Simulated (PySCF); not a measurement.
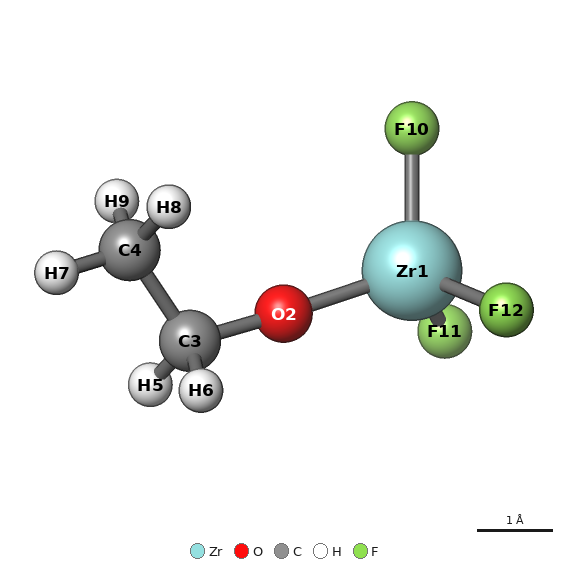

The atoms are numbered. Charge 0, singlet. The geometry was computed by an optimisation with PBE0-D3(BJ)/def2-SVP. No frequency run is at hand to confirm it as a minimum.

What are the angles Zr1–O2–C3, O2–Zr1–F10, O2–Zr1–F12, O2–C3–H5, O2–C3–H6, C3–C4–H7, C3–C4–H8, C3–C4–H9, C4–C3–H6, F10–Zr1–F11, F10–Zr1–F12, F11–Zr1–F12?

| angle | degrees |
| --- | --- |
| Zr1–O2–C3 | 175.2 |
| O2–Zr1–F10 | 109.2 |
| O2–Zr1–F12 | 108.5 |
| O2–C3–H5 | 108.7 |
| O2–C3–H6 | 108.7 |
| C3–C4–H7 | 110.5 |
| C3–C4–H8 | 110.6 |
| C3–C4–H9 | 110.9 |
| C4–C3–H6 | 110.4 |
| F10–Zr1–F11 | 110.3 |
| F10–Zr1–F12 | 109.7 |
| F11–Zr1–F12 | 109.8 |
